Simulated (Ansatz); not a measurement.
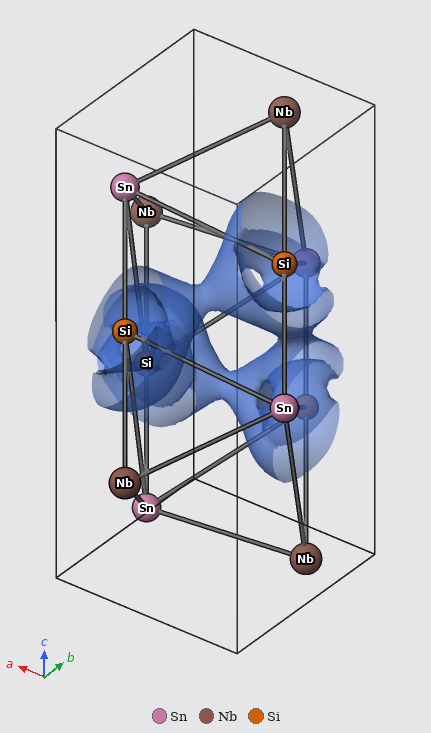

Figure. NbSiSn. Isosurface of the electron localisation function at 0.65 (blue), seen at an oblique angle. Core shells and regions of very low density are left out. Sticks mark near contacts.

Space group P4/nmm; built by placing these elements on a known structure type; the program warned that a starting moment wasn't kept; with non-collinear spins.

Level of theory: DFT, PAW plane waves, PBE in Ansatz 0.2.0.

In a PAW calculation such maps are meaningful between the atoms, not at the nuclei.

Describe the localisation domains.

The ELF exceeds this value in sheets that run through the cell in two directions, counted in one cell of 6 atoms. Any copies at cell faces, edges or corners count once.

Values along the shortest contacts:
Si–Sn (2.75 Å): the ELF peaks at about 0.70 in the valence shell of Si, 0.9 Å from its nucleus, and is about 0.50 at the midpoint. Nb–Sn (2.83 Å): the ELF is about 0.35 at the midpoint.

Which way does charge flow, and how much by Bader's partition?

Electrons move from Nb towards Sn and Si. Bader charges: Sn −0.23, Nb +0.47 and Si −0.23 e.
